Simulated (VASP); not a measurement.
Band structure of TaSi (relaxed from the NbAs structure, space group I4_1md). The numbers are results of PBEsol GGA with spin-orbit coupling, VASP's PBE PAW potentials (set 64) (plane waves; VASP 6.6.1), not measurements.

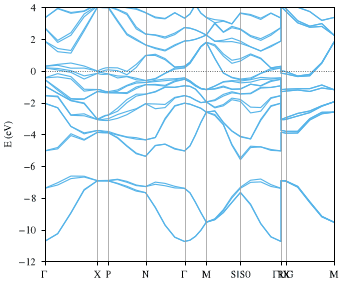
*Bands along high-symmetry lines, zero at the valence-band maximum or, without a gap, the Fermi level*

Problem. Read the plot: is there a gap, and where are the band edges?

Solution. It has no gap at this level: it comes out as a metal or semimetal.

The structure was generated: TaSi was put into the NbAs type (I4_1md), which need not be its known phase. It was relaxed first.
